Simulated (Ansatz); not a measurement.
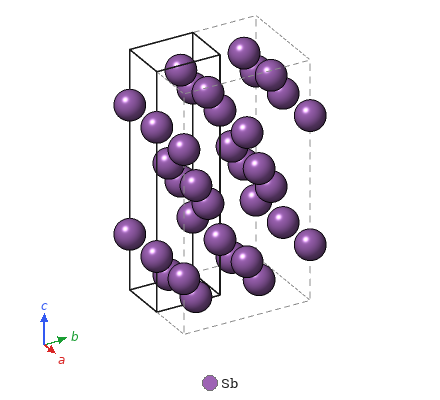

The structure; the drawing may span several cells.

Structure (in its standard cell), the input geometry of an electronic-structure calculation (not necessarily at equilibrium):

```cif
data_structure
_symmetry_space_group_name_H-M 'R-3m:H'
_symmetry_Int_Tables_number 166
_cell_length_a 4.3383
_cell_length_b 4.3383
_cell_length_c 11.6342
_cell_angle_alpha 90.000
_cell_angle_beta 90.000
_cell_angle_gamma 120.000
_cell_volume 189.63
loop_
_atom_site_label
_atom_site_type_symbol
_atom_site_symmetry_multiplicity
_atom_site_Wyckoff_symbol
_atom_site_fract_x
_atom_site_fract_y
_atom_site_fract_z
_atom_site_occupancy
Sb1 Sb 6 c 0.00000 0.00000 0.23134 1
```

Question: What does the kinematic electron diffraction pattern along [310] look like at 100 kV (B = 0.5 Å²)?

Answer: The spots form an oblique net whose two shortest vectors correspond to d = 3.88 Å and 1.41 Å, 83.0° apart. They are 0 0 3 and 1 -3 1 (weak). The pattern has symmetry 2. The lattice centring (R) removes all reflections that break −h + k + l = 3n.

Strongest reflections with d > 0.80 Å, one of each family (|F|² from tabulated Gaussian fits of the electron scattering factors, times a small damping for the curvature of the Ewald sphere):

```csv
hkl,d (Å),I (strongest = 100)
0 0 6,1.939,100
1 -3 -2,1.380,75
0 0 3,3.878,60
1 -3 4,1.276,52
0 0 9,1.293,51
1 -3 7,1.080,22
```

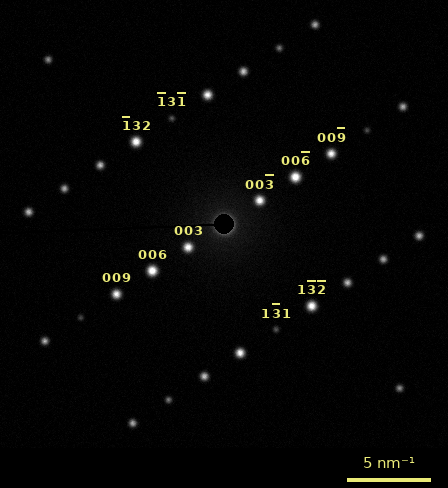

Calculated pattern, seen from the source side with [310] pointing towards the source.
